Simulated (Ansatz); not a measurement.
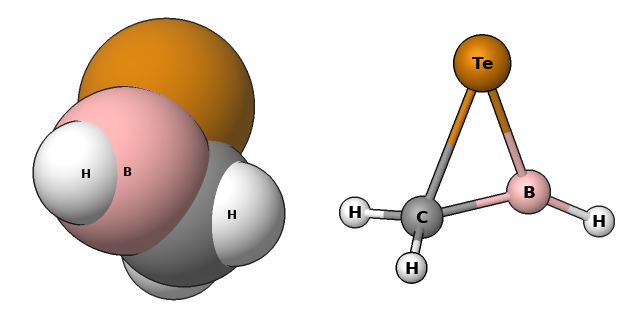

Both panels show the same species.

Computed geometry: PBE0-D4/def2-TZVP optimisation.

Which formula does it have?

Answer. CH₃BTe, 6 atoms: 1 carbon, 3 hydrogen, 1 boron and 1 tellurium.

Give the symmetry (Schoenflies symbol).

Answer. Cs.

How many bonds of each kind are drawn?

Answer. 2 C–H, 1 C–B, 1 C–Te, 1 B–Te, 1 B–H.

Name functional groups in it.

Answer. Among them: B–H bond.

How many sets of symmetry-equivalent atoms are there?

Answer. 5: 1 B, 1 C, 1 Te, 1 H, 2 H.

The parts below concern this one geometry. Atoms keep their numbers from picture to picture.

### Shape

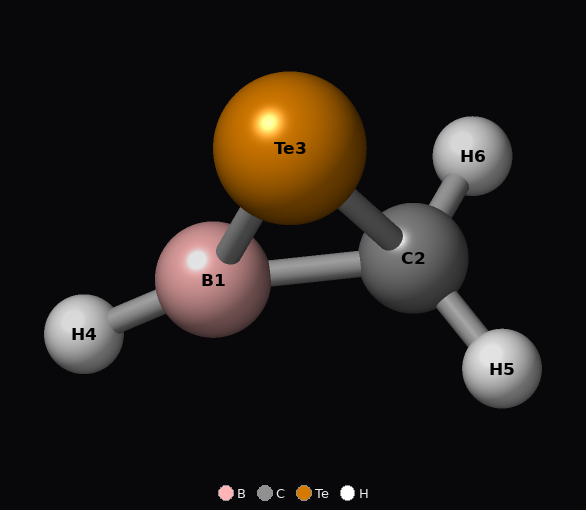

Which bond is the longest?

Answer. C2–Te3, 2.228 Å.

### Electronic properties

Method: RKS ωB97M-V/def2-SVP, core potentials on Te (Ansatz 0.2.0).

Give the HOMO energy (Kohn–Sham orbital) at this level.

Answer. −8.51 eV.

Give the HOMO–LUMO gap at this level.

Answer. 8.90 eV.

### Dipole moment

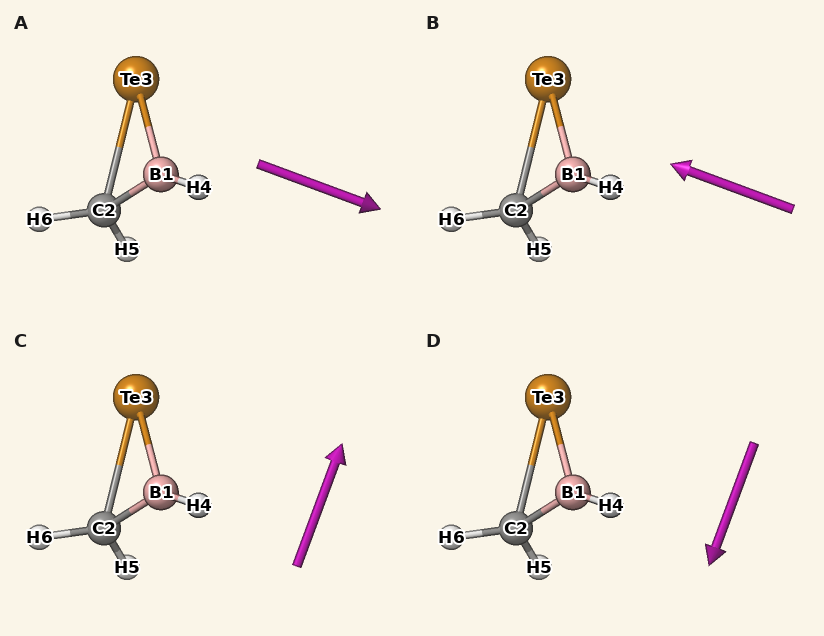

The same molecule four times, each with an arrow. Level of theory: RKS PBE0-D4/def2-TZVP, core potentials on Te (Ansatz 0.2.0).

Which arrow points along the dipole moment, from the negative to the positive end?

Answer. D. The dipole moment is 0.97 D; it points from the side of Te3 to the side of H5, H6 (the outermost atoms at the two ends).

### Charges

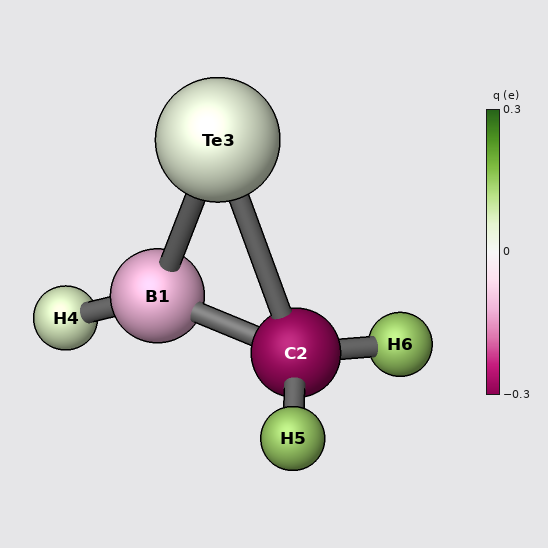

Atoms are coloured by their Mulliken charges. Properties computed with RKS B3LYP-D4/def2-TZVPP, core potentials on Te (Ansatz 0.2.0).

Which atom carries the highest charge (most positive or least negative)?

Answer. H5, H6 (0.14 e).

And the lowest?

Answer. C2 (−0.28 e).

List the Mulliken charges.

```tsv
atom	value (e)
B1	−0.12
C2	−0.28
Te3	0.04
H4	0.07
H5	0.14
H6	0.14
```

### Vibrations

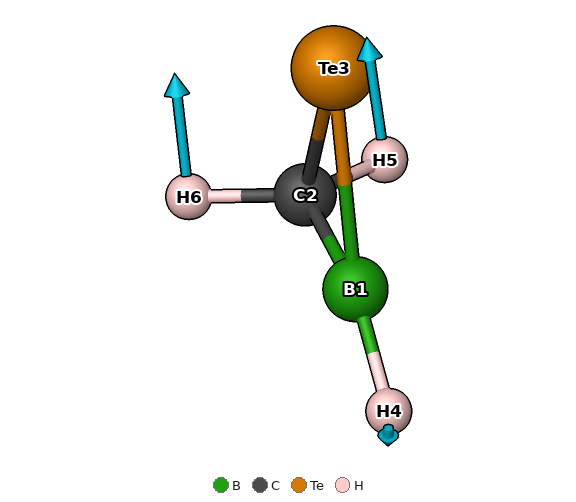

The arrows show one normal mode. Harmonic vibrations computed with RKS PBE0-D4/def2-TZVP, core potentials on Te (Ansatz 0.2.0) at a stationary point of the same level.

What kind of motion is it?

Answer. Mostly H–C–Te bending.

Estimate its harmonic wavenumber.

Answer. 910 cm⁻¹; it is mode 7 of 12 counted from the lowest.

Mulliken values depend strongly on the basis set and can even reverse the polarity of a bond.
